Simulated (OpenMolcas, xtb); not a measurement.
How methods differ on C2H5AlN2 (SMILES C#[C][Al]([NH2])[NH2])

C2H5AlN2 has 10 atoms, charge 0, and is taken as a singlet. As SMILES, `C#[C][Al]([NH2])[NH2]`. Geometry: relaxed at PBE0-D4/def2-TZVP.

Quantity: the vertical energy of the triplet above the singlet, in eV. The values are calculated.

| level | kind | program | value (eV) | CPU time (all runs) |
| --- | --- | --- | --- | --- |
| GFN1-xTB | semi-empirical | xtb | 5.40 | under 2 s |
| HF/def2-SVP | Hartree–Fock | OpenMolcas | 4.33 | 20 s |
| SVWN5/def2-SVP | LDA | OpenMolcas | 4.90 | 65 s |
| revPBE/def2-SVP | GGA | OpenMolcas | 4.85 | 2 min |
| M06-L/def2-SVP | meta-GGA | OpenMolcas | 4.97 | 2.4 min |
| TPSS/def2-SVP | meta-GGA | OpenMolcas | 4.85 | 3 min |
| B3LYP/def2-SVP | global hybrid | OpenMolcas | 5.08 | 91 s |

The values span 4.33 to 5.40 eV. GFN1-xTB: no spin polarisation, so open shells miss the exchange term that lowers them. The upper state's dipole differs much between rows, so they may not all be the same state. CPU times are rough (shared hosts, several kinds of processor and program).

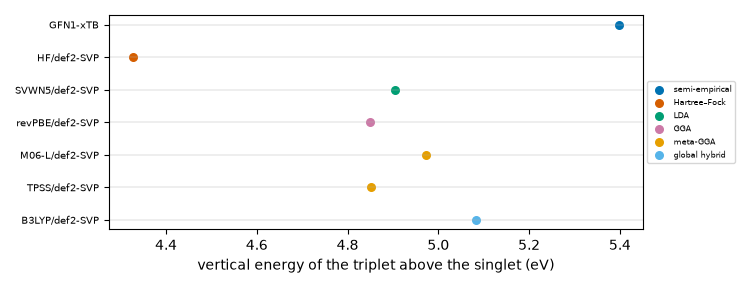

The values of the table, level by level.
